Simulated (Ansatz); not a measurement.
**Molybdenum hexafluoride (MoF₆): ionisation energy by level of theory**

How much energy removes an electron from molybdenum hexafluoride (MoF₆) at fixed geometry? The cation is run at each level and the neutral's energy taken from earlier runs.

Method: unrestricted cation, the program's frozen cores in correlated methods; program: Ansatz 0.2.0, Gaussian basis.

The runs, in order: UKS PBE-D4/def2-TZVPP; UKS r2SCAN-D4/def2-TZVPP; UKS PBE0-D4/def2-TZVPP; UKS B3LYP-D4/def2-TZVPP; UKS wB97X-V/def2-TZVPP; UKS wB97M-V/def2-TZVPP; UKS B2PLYP/def2-TZVPP; UHF-CCSD(T)/def2-TZVPP; UHF-MP2/def2-QZVPP; extrapolation to the limit; then −ε(HOMO) from the neutral's earlier runs with LDA (SPW92), PBE-D4, revPBE-D4, BLYP-D4, r2SCAN-D4, B97M-V, PBE0-D4, B3LYP-D4, r2SCANh-D4, r2SCAN0-D4, HSE06-D4, BHLYP-D4, CAM-B3LYP-D4, LC-ωPBE, ωB97X-V, ωB97M-V.

### 1 The relaxed structure

The geometry comes from an earlier relaxation with PBE0-D4 in a triple-zeta def2 set; it is a stationary point, not always the lowest conformer. Mo takes the def2 core potential; no spin-orbit term is included.

SMILES `[F][Mo]([F])([F])([F])([F])[F]`, 7 atoms, charge 0, spin multiplicity 1.

Atoms are counted from 1 here; the program's logs count them from 0.

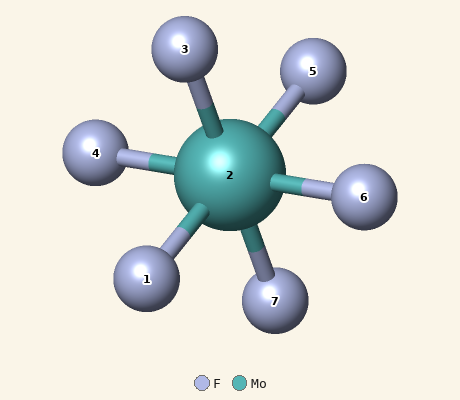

The geometry (fluorine light blue, molybdenum teal); atoms are numbered from 1 in the order of the file.

### 2 Cation, UKS PBE-D4/def2-TZVPP

Contents of in.yaml:

```yaml
crystal:
  periodic: [false, false, false]
  atoms:
    - {symbol: F, position_ang: [0.153300, -1.609864, 0.828110]}
    - {symbol: Mo, position_ang: [0.000017, 0.000001, -0.000006]}
    - {symbol: F, position_ang: [-1.369656, 0.440257, 1.109548]}
    - {symbol: F, position_ang: [-1.183884, -0.717816, -1.176468]}
    - {symbol: F, position_ang: [-0.153242, 1.609867, -0.828121]}
    - {symbol: F, position_ang: [1.183809, 0.717974, 1.176459]}
    - {symbol: F, position_ang: [1.369656, -0.440429, -1.109521]}
basis:
  gaussian: {orbitals: def2-TZVPP}
total_charge: 1
magnetization: {spin_polarized: true, initial_magnetization: 1}
hamiltonian: {xc: pbe, dispersion: d4}
```

Launch:

```
$ ansatz run in.yaml --threads 2 --pin off --events-out ev --progress --plain --max-ram 32768MiB --backend cpu
```

The runs that follow: Cation, UKS r2SCAN-D4/def2-TZVPP; Cation, UKS PBE0-D4/def2-TZVPP; Cation, UKS B3LYP-D4/def2-TZVPP; Cation, UKS wB97X-V/def2-TZVPP; Cation, UKS wB97M-V/def2-TZVPP; Cation, UKS B2PLYP (frozen core)/def2-TZVPP; Cation, UHF-CCSD(T)/def2-TZVPP; Cation, UHF-MP2/def2-QZVPP.

Q: Predict the results of all the runs planned. Wanted: ionisation energy, CCSD(T)/CBS; nearest functional by difference; nearest −ε(HOMO); −ε(HOMO) of PBE; T1 of the cation.

The runs gave:

```
                        quantity               value
  ionisation energy, CCSD(T)/CBS            15.64 eV
nearest functional by difference  ωB97X-V (-0.09 eV)
                nearest −ε(HOMO)  LC-ωPBE (-0.04 eV)
                 −ε(HOMO) of PBE            10.62 eV
                T1 of the cation               0.043
```

In words: By cation minus neutral, the functionals miss by 1.71 eV at most. −ε(HOMO) of PBE misses by 5.0 eV, since self-interaction lifts the level. Among orbital estimates LC-ωPBE comes nearest. Hartree-Fock falls 0.70 eV short, as the neutral has more correlation energy than the cation. The cation's T1 (from the report) is 0.043, near the customary mark of 0.045 for open shells, so the coupled-cluster value is less safe. Correlated methods include outer-core shells of Mo, which these sets cover unevenly. In point group Oh the highest level is often degenerate; the cation then breaks the symmetry, and the runs may pick different components.
